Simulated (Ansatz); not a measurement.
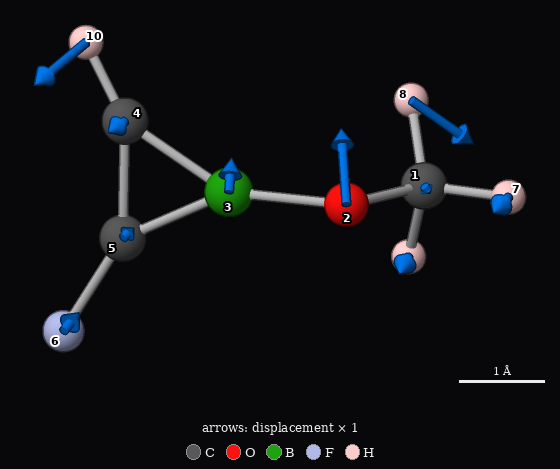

This is a relaxation of C3H4BFO (coarse preliminary run). The starting structure is drawn; blue arrows show the displacements, at their true length. The two geometries are superimposed by the best rigid fit.

Style: ball-and-stick. Shown at a tilt.

The start comes from a force field.

Method: Ansatz 0.2.0, RKS PBE-D4/def2-SVP. (force threshold 0.03 eV/Å; at most 200 steps)

**Describe the change and its energy.**

The O atom moves most after the best rigid fit: 1.06 Å. By element the largest moves are O 1.06 Å, H 1.04 Å, B 0.46 Å, F 0.39 Å, C 0.34 Å. Near-neighbour distances that change, for instance: B–O 1.489 → 1.347 Å, C–H 1.188 → 1.111 Å, C–C 1.428 → 1.357 Å, C–H 1.038 → 1.100 Å. Bond angles that change, for instance: C–C–F 149.7° → 137.5°, C–O–B 109.7° → 121.3°, B–C–F 148.1° → 158.6°. Groups turn about B–O by about 90°, C–O by about 55°. The energy falls by 1.200 eV in 12 geometry steps. The largest force component goes from 3.6 to 0.022 eV/Å. Cost: 16 s on 4 threads of Arm Neoverse V1, with other jobs on the host.
